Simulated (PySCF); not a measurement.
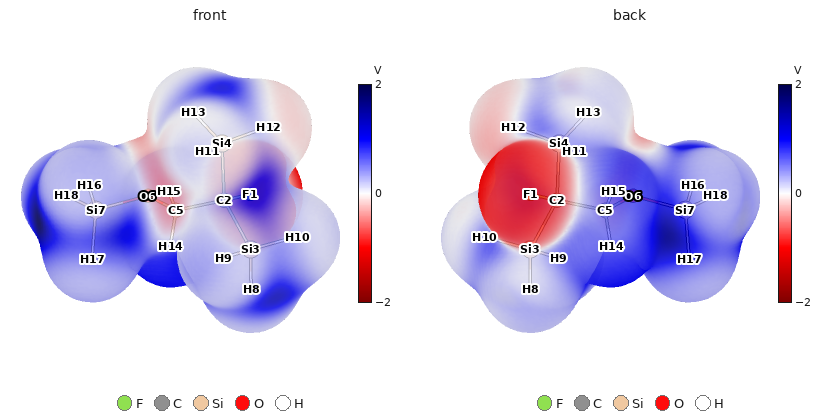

Figure. C2H11FOSi3 (SMILES FC([SiH3])([SiH3])CO[SiH3]). The electrostatic potential painted on the density surface at 0.002 e/bohr³, seen from the front and from behind; red is negative and blue positive.

Geometry: GFN2-xTB.

Computed with PBE0/def2-SVPD, SCF density, gas phase in PySCF 2.14.0.

| atom | x (Å) | y (Å) | z (Å) |
| --- | --- | --- | --- |
| F | -1.3618 | -0.6867 | -2.0223 |
| C | -0.8966 | -0.2681 | -0.7540 |
| Si | -1.9963 | 1.2083 | -0.2253 |
| Si | -0.9196 | -1.7901 | 0.4255 |
| C | 0.5628 | 0.1228 | -0.9098 |
| O | 1.1618 | -0.0690 | 0.3360 |
| Si | 2.5644 | 0.5509 | 0.8742 |
| H | -1.8902 | 2.2394 | -1.2607 |
| H | -1.4913 | 1.7100 | 1.0517 |
| H | -3.3722 | 0.7313 | -0.1145 |
| H | -0.8194 | -1.3438 | 1.8104 |
| H | -2.2133 | -2.4361 | 0.1892 |
| H | 0.1564 | -2.7055 | 0.0540 |
| H | 0.6978 | 1.1587 | -1.2461 |
| H | 1.0380 | -0.5320 | -1.6530 |
| H | 2.5377 | 0.0272 | 2.2289 |
| H | 2.5324 | 2.0151 | 0.7960 |
| H | 3.7006 | 0.0739 | 0.0790 |

Which sites attract a positive test charge, and which a negative one?

Answer. A positive charge is drawn to the negative regions and a negative charge to the positive ones. The most negative region (about −1.0 V) lies over F1, the most positive (about +1.8 V) over Si7.

How polar is the molecule by this calculation?

Answer. Its dipole moment is 2.01 D.
